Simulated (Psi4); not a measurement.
# SnCl2 (SMILES [Cl][Sn][Cl]): revB3LYP/def2-QZVPP (density fitting, core potential)

What is the energy change on altering one bond length of SnCl2 at revB3LYP/def2-QZVPP (density fitting, core potential)? 

Program for the calculation: Psi4 1.11.

4 further runs of the same task are left out: 1 that didn't finish, 3 set aside as unsound or not needed.

## 1. The structure to begin with

SnCl2: 3 atoms, total charge 0, spin state singlet. As SMILES, `[Cl][Sn][Cl]`. Geometry: relaxed at PBE0-D4/def2-TZVP.

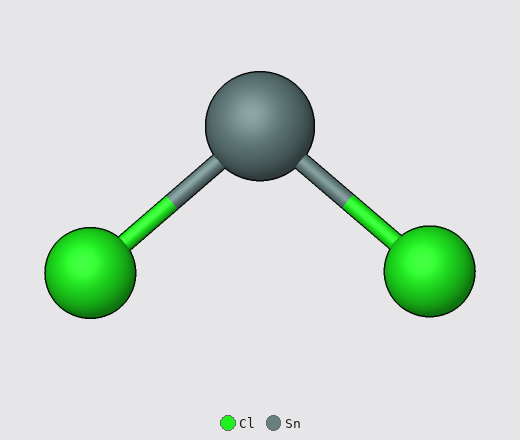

The structure, seen from a chosen angle (chlorine green, tin teal).

## 2. A single-point energy at revB3LYP/def2-QZVPP (density fitting, core potential)

cl2sn.xyz reads:

```xyz
3
Cl2Sn
Cl     1.154200     1.220700     0.756000
Sn    -0.796900     0.518900    -0.376600
Cl    -0.368200    -1.804500    -0.392600
```

job.py reads:

```python
import psi4

psi4.set_memory(1600000000)
psi4.set_num_threads(1)
psi4.core.set_output_file('psi4.out', False)

with open('cl2sn.xyz') as f:
    atoms = ''.join(f.readlines()[2:])
geom = psi4.geometry('0 1\n' + atoms + 'no_reorient\nno_com')

psi4.set_options({
    'basis': 'def2-QZVPP',
})

e_tot = psi4.energy("revb3lyp")
print(f'total energy {e_tot:.8f} hartree = {e_tot * 27.211386:.5f} eV')
```

Started as:

```sh
python job.py
```

psi4.out:

```text
[...]
    !!!  WARNING: ECP capability is in beta. Please check occupations closely.  !!!
[...]
  Running in c1 symmetry.
[...]
  Nuclear repulsion =  210.297974598311555
[...]
  Multiplicity = 1
[...]
  Nalpha       = 28
  Nbeta        = 28
[...]
    Number of basis functions: 222
[...]
   @DF-RKS iter   1: -1134.33805634544819   -9.78983e-01   3.86504e-03 DIIS/ADIIS
[...]
   @DF-RKS iter   8: -1134.63424441563166   -3.40910e-08   4.27969e-07 DIIS
[...]
    Orbital Energies [Eh]
    ---------------------
    Doubly Occupied:
       1A   -101.487991     2A   -101.487988     3A     -9.440252
       4A     -9.440249     5A     -7.200068     6A     -7.200065
       7A     -7.197457     8A     -7.197454     9A     -7.196170
      10A     -7.196167    11A     -5.144114    12A     -3.488667
      13A     -3.482822    14A     -3.480812    15A     -1.071464
      16A     -1.068303    17A     -1.067168    18A     -1.066428
      19A     -1.061447    20A     -0.809342    21A     -0.792130
      22A     -0.491046    23A     -0.370090    24A     -0.342191
      25A     -0.339131    26A     -0.321039    27A     -0.310742
      28A     -0.288761
[...]
  @DF-RKS Final Energy: -1134.63424441563166
   => Energetics <=
    Nuclear Repulsion Energy =            210.2979745983115549
    One-Electron Energy =               -2067.4707561850732418
    Two-Electron Energy =                 782.4439999897616644
    DFT Exchange-Correlation Energy =     -59.9054628186318538
    Empirical Dispersion Energy =           0.0000000000000000
    VV10 Nonlocal Energy =                  0.0000000000000000
    Total Energy =                      -1134.6342444156316560
[...]
 Multipole Moments:
 ------------------------------------------------------------------------------------
     Multipole            Electronic (a.u.)      Nuclear  (a.u.)        Total (a.u.)
 ------------------------------------------------------------------------------------
 L = 1.  Multiply by 2.5417464519 to convert [e a0] to [Debye]
 Dipole X            :          6.8890827           -7.8797800           -0.9906973
 Dipole Y            :         -2.1428447            2.8179596            0.6751149
 Dipole Z            :          3.5176077           -3.9824088           -0.4648011
 Magnitude           :                                                    1.2858077
[...]
```

The script printed:

```text
total energy -1134.63424442 hartree = -30874.97039 eV
```

Run time: 10 s. Hardware: 1 thread of Intel Xeon 6975P-C (Granite Rapids), shared host; peak memory 0.7 GiB.

## 3. The distorted shape

input.dat reads:

```
memory 1.6 GB

molecule {
  Cl
  Sn 1 r2
  Cl 2 r3 1 a3

  r2 = 2.362646
  r3 = 4.7253
  a3 = 98.36668
  units angstrom
  no_reorient
  no_com
}

set globals {
  basis def2-QZVPP
}

energy_value, wavefunction = energy("revb3lyp", return_wfn=True)
print_variables()
```

Started as:

```sh
psi4 input.dat output.dat -n 1
```

output.dat:

```text
[...]
    !!!  WARNING: ECP capability is in beta. Please check occupations closely.  !!!
[...]
  Running in cs symmetry.
[...]
  Nuclear repulsion =  153.047792262575456
[...]
  Multiplicity = 1
[...]
  Nalpha       = 28
  Nbeta        = 28
[...]
    Number of basis functions: 222
[...]
   @DF-RKS iter   1: -1134.26518687593375   -1.18687e+00   4.81614e-03 DIIS/ADIIS
[...]
   @DF-RKS iter  27: -1134.50893646576401   -2.40158e-07   1.49877e-07 DIIS
[...]
    Orbital Energies [Eh]
    ---------------------
    Doubly Occupied:
       1Ap  -101.552404     2Ap  -101.395741     3Ap    -9.503506
       4Ap    -9.345137     5Ap    -7.263307     1App   -7.260532
       6Ap    -7.259849     7Ap    -7.106690     2App   -7.101460
       8Ap    -7.101007     9Ap    -5.219607     3App   -3.563167
      10Ap    -3.559125    11Ap    -3.555551    12Ap    -1.143953
       4App   -1.142753     5App   -1.139922    13Ap    -1.138969
      14Ap    -1.136204    15Ap    -0.859071    16Ap    -0.682090
      17Ap    -0.541004    18Ap    -0.387314     6App   -0.385451
      19Ap    -0.383368    20Ap    -0.223954     7App   -0.220126
      21Ap    -0.220030
[...]
  @DF-RKS Final Energy: -1134.50893646576401
   => Energetics <=
    Nuclear Repulsion Energy =            153.0477922625754559
    One-Electron Energy =               -1952.0805729587757469
    Two-Electron Energy =                 724.3296232572774898
    DFT Exchange-Correlation Energy =     -59.8057790268411651
    Empirical Dispersion Energy =           0.0000000000000000
    VV10 Nonlocal Energy =                  0.0000000000000000
    Total Energy =                      -1134.5089364657640090
[...]
 Multipole Moments:
 ------------------------------------------------------------------------------------
     Multipole            Electronic (a.u.)      Nuclear  (a.u.)        Total (a.u.)
 ------------------------------------------------------------------------------------
 L = 1.  Multiply by 2.5417464519 to convert [e a0] to [Debye]
 Dipole X            :        -63.8924799           59.0558880           -4.8365919
 Dipole Y            :        -21.0811728           21.1600111            0.0788384
 Dipole Z            :          0.0000000            0.0000000            0.0000000
 Magnitude           :                                                    4.8372344
[...]
```

Run time: 14 s. Hardware: 1 thread of Intel Xeon 6975P-C (Granite Rapids), shared host; peak memory 0.63 GiB.

## 4. What came out

At revB3LYP/def2-QZVPP (density fitting, core potential):

```
                                                           quantity           value
                                          first shape: total energy  -1134.63424 Eh
                                         first shape: dipole moment          3.27 D
                                           first shape: HOMO energy        -7.86 eV
                                           first shape: LUMO energy        -3.35 eV
                                         first shape: HOMO–LUMO gap         4.50 eV
                                      distorted shape: total energy  -1134.50894 Eh
                                     distorted shape: dipole moment         12.30 D
                                       distorted shape: HOMO energy        -5.99 eV
                                       distorted shape: LUMO energy        -5.13 eV
                                     distorted shape: HOMO–LUMO gap         0.85 eV
energy change with the Sn2–Cl3 bond stretched from 2.363 to 4.725 Å        3.410 eV
```

What this shows: One bond (distorted shape) is far stretched, which a spin-restricted single reference describes badly; a broken-symmetry solution may lie lower. With the Sn2–Cl3 bond stretched from 2.363 to 4.725 Å the energy rises by 3.41 eV (79 kcal/mol). The first shape isn't relaxed at this level, so the change isn't measured from a minimum. A restricted reference can't describe the breaking bond well at this length.
